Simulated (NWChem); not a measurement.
**SiClF2 (SMILES F[Si](F)Cl) at UM06-2X/LANL2DZ (core potential)**

What is the vertical ionisation energy of SiClF2 at UM06-2X/LANL2DZ (core potential)? 

The results are computed with NWChem 7.3.0.

## 1. The structure to begin with

SiClF2: 4 atoms, total charge 0, spin state doublet. SMILES: `F[Si](F)Cl`. The coordinates come from a PBE0-D4/def2-TZVP relaxation.

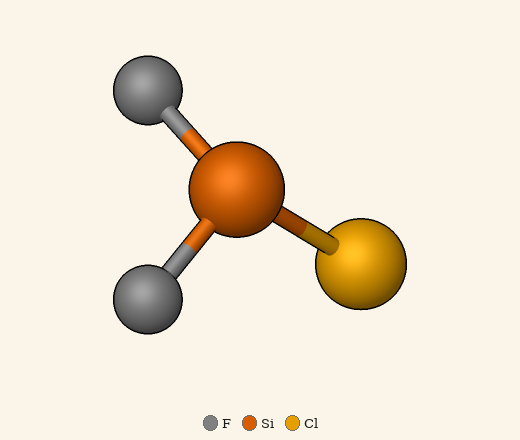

The structure, seen from a chosen angle (fluorine grey, silicon orange, chlorine amber).

## 2. A single-point energy at UM06-2X/LANL2DZ (core potential)

The input, clf2si.nw:

```
start clf2si
memory total 2200 mb
geometry units angstrom noautosym nocenter noautoz
  F      1.308200     0.129000     0.798000
  Si     0.221200    -0.316500    -0.265700
  F     -0.871800    -1.157400     0.514900
  Cl    -0.657600     1.344900    -1.047300
end
basis spherical bse
  F library LANL2DZ
  Si library LANL2DZ
  Cl library LANL2DZ
end
ecp bse
  Si library LANL2DZ
  Cl library LANL2DZ
end
dft
  xc m06-2x
  mult 2
  grid fine
  convergence energy 1e-08
  maxiter 100
  mulliken
  print low
end
task dft energy
```

On the command line:

```bash
nwchem clf2si.nw > clf2si.out
```

Log:

```text
[...]
 d= 0,ls=0.0,diis     1   -218.3669541833 -2.89D+02  1.59D-02  1.53D-01     0.7
[...]
 d= 0,ls=0.0,diis     9   -218.4533685693 -5.94D-09  2.68D-06  3.68D-09     5.0
[...]
         Total DFT energy =     -218.453368569348
      One electron energy =     -449.235838461460
           Coulomb energy =      185.066522738444
    Exchange-Corr. energy =      -24.978133263813
 Nuclear repulsion energy =       70.694080417480
[...]
      Total Density - Mulliken Population Analysis
     ---------------------------------------------
    Atom       Charge   Shell Charges
 -----------   ------   -------------------------------------------------------
    1 F    9     9.50   2.00  0.99  0.97  3.95  1.59
    2 Si   4     2.73   0.67  0.48  1.27  0.31
    3 F    9     9.50   2.00  0.99  0.97  3.95  1.59
    4 Cl   7     7.27   1.16  0.80  2.60  2.70
[...]
      <S2> =      0.7514 (Exact =     0.7500)
[...]
```

Run time: 5.7 s. Hardware: 1 thread of Intel Xeon Platinum 8488C (Sapphire Rapids), shared host; peak memory 0.11 GiB.

## 3. The singlet cation, same level

The input, clf2si.xyz:

```xyz
4

F      1.308200     0.129000     0.798000
Si     0.221200    -0.316500    -0.265700
F     -0.871800    -1.157400     0.514900
Cl    -0.657600     1.344900    -1.047300
```

The input, clf2si.nw:

```
start clf2si
memory 2200 mb
charge 1
geometry units angstrom noautosym nocenter noautoz
  load format xyz clf2si.xyz
end
basis spherical bse
  * library LANL2DZ
end
ecp bse
  Si library LANL2DZ
  Cl library LANL2DZ
end
dft
  xc m06-2x
  grid fine
  convergence energy 1e-08
  iterations 100
  mulliken
  print low
end
task dft energy
```

On the command line:

```bash
nwchem clf2si.nw > clf2si.out
```

Log:

```text
[...]
 d= 0,ls=0.0,diis     1   -217.7227387002 -2.88D+02  6.11D-02  2.87D+00     0.5
[...]
 d= 0,ls=0.0,diis    11   -218.0580093312 -2.35D-09  4.67D-07  1.05D-10     3.8
         Total DFT energy =     -218.058009331234
      One electron energy =     -441.673483580711
           Coulomb energy =      177.499132318845
    Exchange-Corr. energy =      -24.577738486848
 Nuclear repulsion energy =       70.694080417480
[...]
      Total Density - Mulliken Population Analysis
     ---------------------------------------------
    Atom       Charge   Shell Charges
 -----------   ------   -------------------------------------------------------
    1 F    9     9.38   2.00  1.01  0.96  3.91  1.50
    2 Si   4     2.29   0.60  0.25  1.26  0.18
    3 F    9     9.38   2.00  1.01  0.96  3.91  1.50
    4 Cl   7     6.95   1.18  0.82  2.56  2.38
[...]
```

Wall time 4.5 s (1 thread of Intel Xeon Platinum 8488C (Sapphire Rapids), shared host); peak memory 0.11 GiB.

## 4. Summary of results

At UM06-2X/LANL2DZ (core potential):

| quantity | value |
| --- | --- |
| doublet SiClF2: total energy | -218.45337 Eh |
| doublet SiClF2: ⟨S²⟩ | 0.751 |
| singlet cation: total energy | -218.05801 Eh |
| vertical ionisation energy (to the singlet cation) | 10.758 eV |

In words: Removing an electron at fixed nuclei costs 10.76 eV (248 kcal/mol). Only the singlet of the ionised species was computed; a triplet could lie lower. Mulliken charges (doublet SiClF2) run from -0.50 on F1 to +1.27 on Si2; they depend strongly on the basis. Mulliken charges (singlet cation) run from -0.38 on F1 to +1.71 on Si2; they depend strongly on the basis.
